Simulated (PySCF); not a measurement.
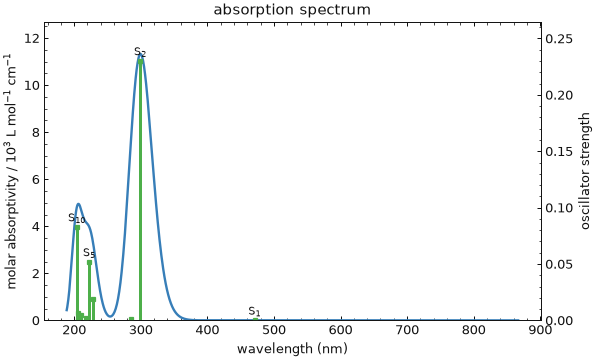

Vertical TDDFT excitations, B3LYP/def2-SVPD, PySCF, at a PBE0-D3(BJ)/def2-SVP geometry (no frequency check), gas phase. The lowest 10 singlet states are shown; each is broadened by a Gaussian of 1/e half-width 0.33 eV. Sticks give oscillator strengths (right axis).

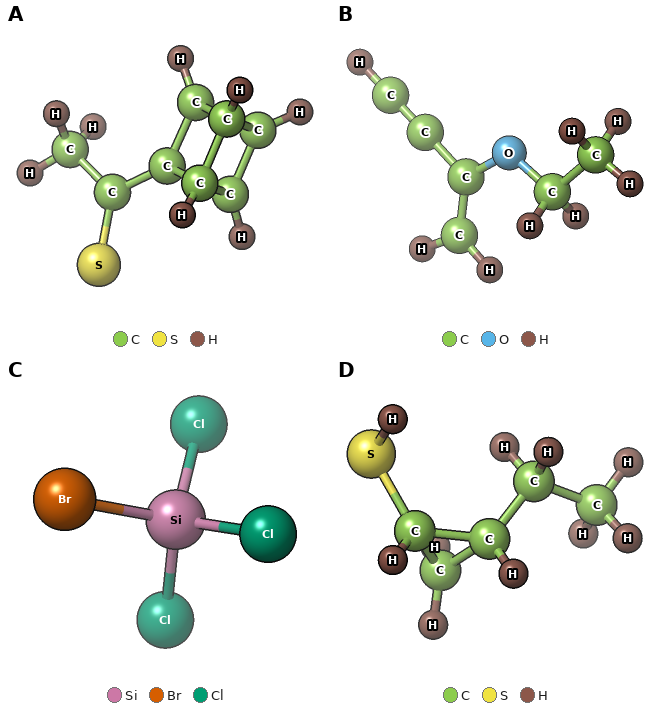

> Whose absorption spectrum is this? Choose among the lettered structures.

Structure A, C₈H₈S, SMILES CC(=S)[C@@]12[C@@H]3[C@H]4[C@@H]3[C@@H]1[C@H]42. Its lowest singlet lies at 2.63 eV (f = 0.000) and the brightest of those computed is S2 at 4.14 eV (300 nm), f = 0.230, mainly HOMO−1 → LUMO (95 %).

Known limits of this run: states above the negative HOMO energy depend on the basis; one conformer of a flexible molecule; core orbitals are frozen in the response.
